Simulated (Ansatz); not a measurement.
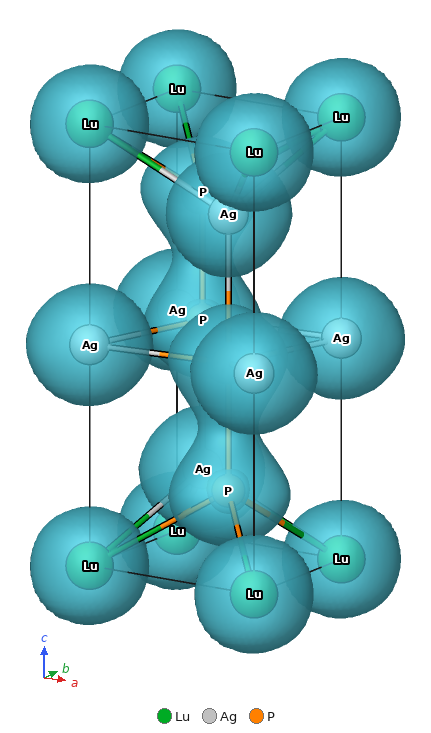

*LuAg$_{3}$P$_{4}$. Isosurface of the valence pseudo-density at 0.4 e/Å³ (cyan), seen slightly off an axis. Sticks mark near contacts.*

Space group P-3m1; a structure generated by program, which may or may not match a known phase.

Method: DFT PBE, scalar-relativistic, plane waves, PAW (Ansatz 0.2.0).

The density is the valence pseudo-density of a PAW calculation; it isn't the true density close to the nuclei.

> How is the density connected at this value?

At this value the density breaks into separate islands; it holds about 80 % of the electrons treated as valence (semicore included). It bridges the shortest P–P (2.32 Å) contacts, where the density stays above the isovalue. It is pinched off along the shortest Ag–P (2.65 Å), Lu–P (3.04 Å) and Lu–Ag (3.05 Å) contacts. On the grid the lowest density along these lines, outside the cores, is 0.64 e/Å³ (P–P, 2.32 Å), 0.35 e/Å³ (Ag–P, 2.65 Å), 0.17 e/Å³ (Lu–P, 3.04 Å) and 0.17 e/Å³ (Lu–Ag, 3.05 Å).
